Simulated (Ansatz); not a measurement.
**C2H8BFSSi: density, localisation and related maps**

Input

```
crystal:
  periodic: [false, false, false]
  atoms:
    - { symbol: C, position_ang: [0.1682, -2.1815, 0.0754] }
    - { symbol: B, position_ang: [0.6428, -0.6415, 0.1411] }
    - { symbol: F, position_ang: [2.0351, -0.3845, 0.0447] }
    - { symbol: C, position_ang: [-0.2918, 0.5896, 0.324] }
    - { symbol: Si, position_ang: [-0.2317, 1.7261, -1.1532] }
    - { symbol: S, position_ang: [0.0346, 1.5047, 1.847] }
    - { symbol: H, position_ang: [0.4508, -2.5793, -0.9021] }
    - { symbol: H, position_ang: [-0.9477, -2.1507, 0.1403] }
    - { symbol: H, position_ang: [0.5679, -2.708, 0.9346] }
    - { symbol: H, position_ang: [-1.408, 0.2097, 0.4135] }
    - { symbol: H, position_ang: [-0.5748, 1.003, -2.347] }
    - { symbol: H, position_ang: [1.1558, 2.2674, -1.2124] }
    - { symbol: H, position_ang: [-1.2238, 2.8762, -0.979] }
    - { symbol: H, position_ang: [-0.3904, 0.4396, 2.7018] }
basis:
  gaussian: { orbitals: def2-SVP }
hamiltonian:
  xc: pbe
relax:
  f_tol: 0.015
  max_steps: 40
output:
  orbitals: {}
```

Command:

```sh
ansatz run input.yaml --threads 2 --pin off --max-ram 3072MiB --backend cpu --events-out ev --progress --plain --runs-dir out
```

The fields are those of the run's last geometry, not of the input's.

Theory: RKS PBE/def2-SVP (Ansatz 0.2.0).

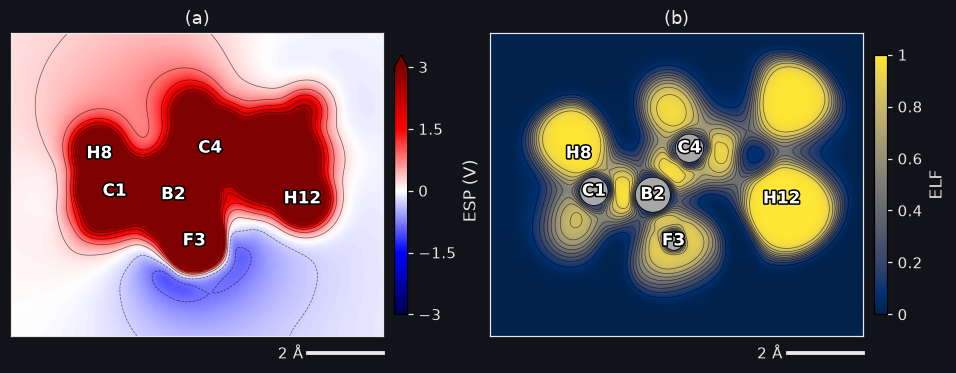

Figure 1. (a) electrostatic potential; (b) electron localisation function on the plane of atoms C1, B2 and F3. Grey discs cover the atomic cores in the ELF map.

Describe what can be read from this map.

Answer. The section cuts through C, B, F and H sites.
B–F (1.35 Å): the ELF peaks at about 0.85 between the atoms: a shared but strongly polarised pair.
C–B (1.58 Å): the ELF peaks at about 1 between the atoms: localised, covalent bonding.
C–H (1.11 Å): the ELF climbs to about 1 towards the hydrogen, as it does in any bond to H (an ordinary covalent bond to hydrogen).
The ELF also peaks beside F3, away from the bonds: lone-pair regions.
Outside the dense part of the molecule the potential is most negative (−1.0 V) near F3.

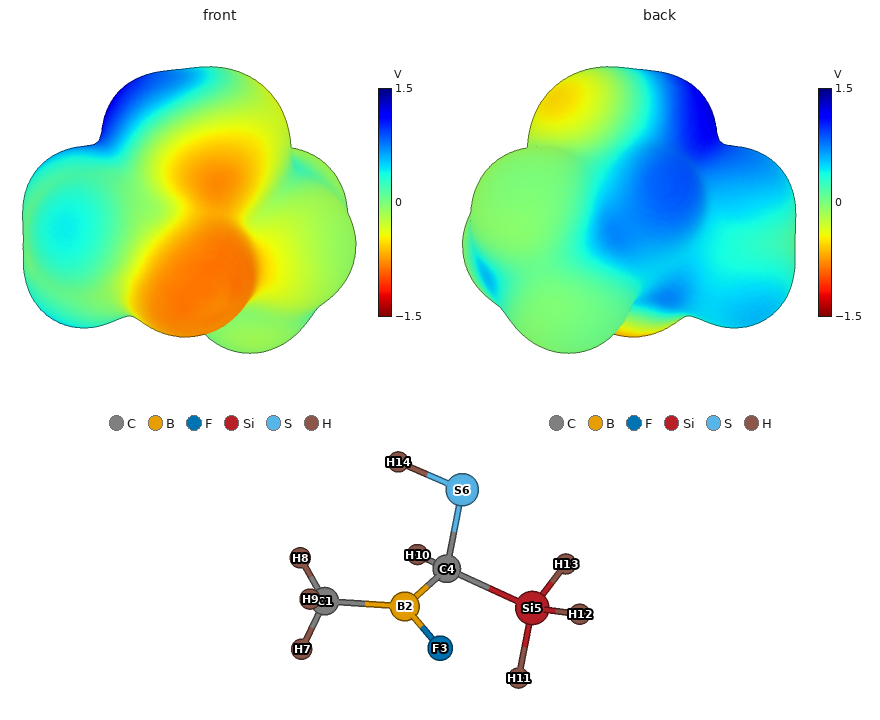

Figure 2. The molecular electrostatic potential painted on the density surface at 0.001 e/bohr³, seen from the front and from behind; the colour scale runs from red (negative) to blue (positive). The bare structure is drawn below in the same view.

Which sites attract a positive test charge, and which a negative one?

Answer. A positive charge is drawn to the negative regions and a negative charge to the positive ones. The most negative region (about −0.9 V) lies over F3, the most positive (about +1.2 V) over H14.

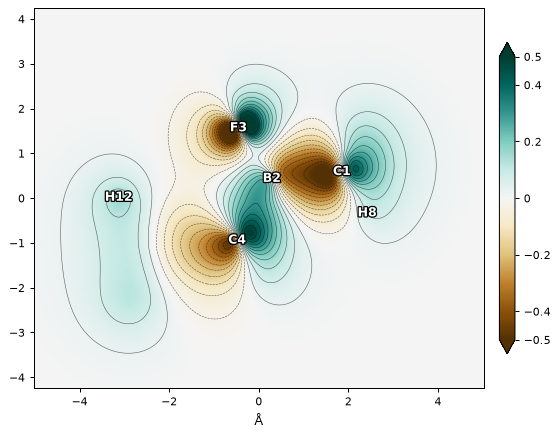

Figure 3. The HOMO−1 on the plane of atoms F3, B2 and C4 (values in Å⁻³ᐟ²; the overall sign is arbitrary).

What is the character of this orbital?

Answer. Its weight (Hirshfeld) is mainly on C1 (about 20 %), S6 (about 20 %), C4 (about 15 %), F3 (about 10 %), B2 (about 10 %) and Si5 (about 10 %). Its energy is −7.28 eV.
